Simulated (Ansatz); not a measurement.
## Fields on a plane of InP (zinc blende)

```
CELL_PARAMETERS angstrom
      0.00000     2.95366     2.95366
      2.95366     0.00000     2.95366
      2.95366     2.95366     0.00000
ATOMIC_POSITIONS crystal
  P  0.75000 0.75000 0.75000
  In 0.00000 0.00000 0.00000
```

The slice is a {100} plane (indices of the conventional cell) through the point (0.000, 0.000, 0.000) (fractional), spanned by u = [100] and v = [0 1 -1] in vectors of this cell: u (4.18 Å) and v (4.18 Å, at 90° to u). It covers one period; positions are fractions (u, v).

Atoms on it: In at (0.00, 0.00).

Computed with r2SCAN (plane waves to 500 eV, PAW, scalar-relativistic; Ansatz, a program for electronic structure). k mesh 10×10×10. These are valence fields of a PAW run, semicore shells included where kept as valence: close to a nucleus they are smooth pseudo fields. InP was relaxed with its symmetry unable to fall. The PAW data are Ansatz's earlier set.

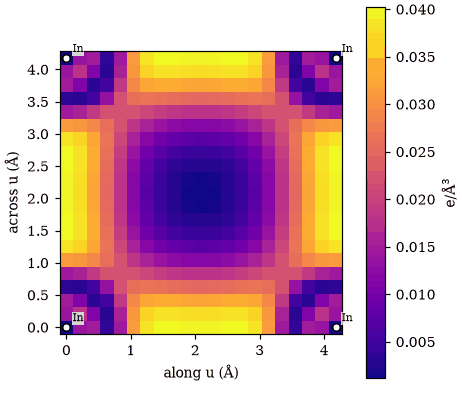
Density of the highest valence band (whole band, smooth part) in e/Å³, one period of the plane, atoms marked. 

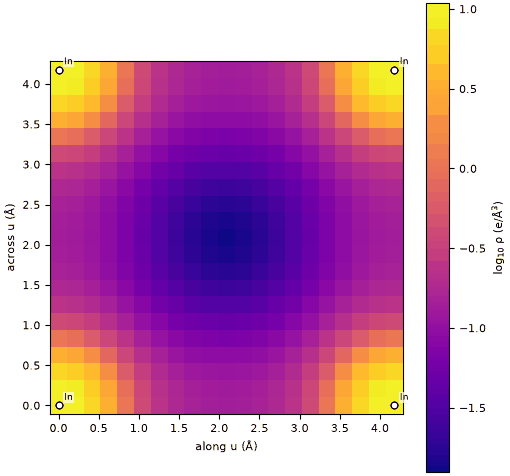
Figure. Log₁₀ of the valence density in e/Å³, one period of the plane, atoms marked. The scale is logarithmic, as a density can span decades between atoms and voids.
